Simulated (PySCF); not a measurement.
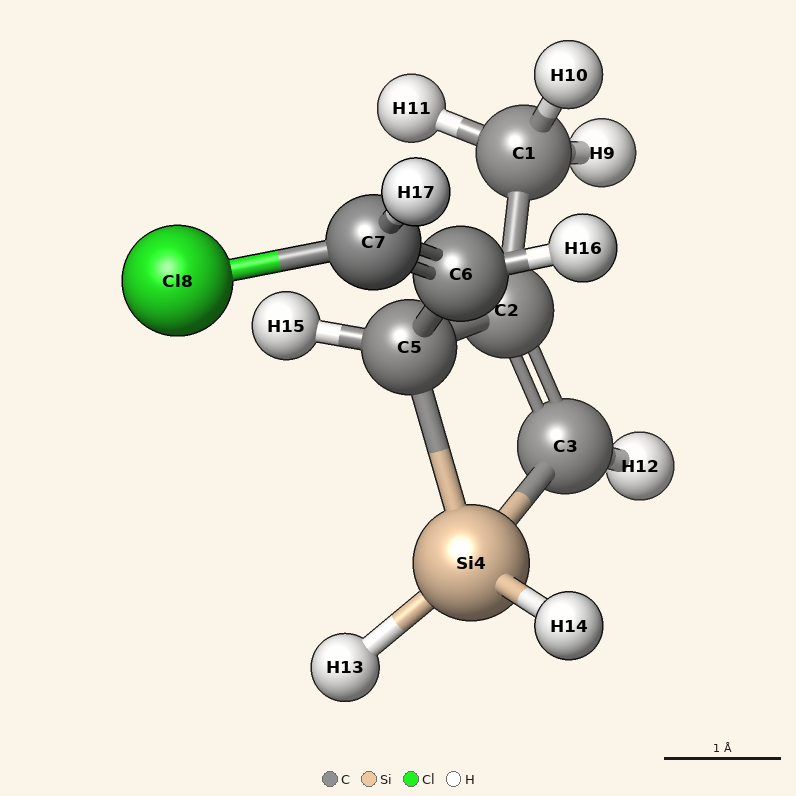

The atoms are numbered. The geometry was computed by an optimisation with GFN2-xTB. No frequency run is at hand to confirm it as a minimum.

### Describe the coordination of atom 7.

C7 has 3 neighbours (C6 at 1.33, Cl8 at 1.73, H17 at 1.08 Å); the arrangement is trigonal planar.

### How are the neighbours of atom 2 arranged?

C2 has 3 neighbours (C1 at 1.48, C3 at 1.34, C5 at 1.51 Å); the arrangement is trigonal planar.

### Describe the coordination of atom 6.

C6 has 3 neighbours (C5 at 1.47, C7 at 1.33, H16 at 1.08 Å); the arrangement is trigonal planar.

### How are the neighbours of atom 3 arranged?

C3 has 3 neighbours (C2 at 1.34, Si4 at 1.88, H12 at 1.08 Å); the arrangement is trigonal planar.

### Which bond is the longest?

Si4–C5, 1.958 Å.

### What is the dihedral angle C3–C2–C5–C6?

117° in size, that is anticlinal.
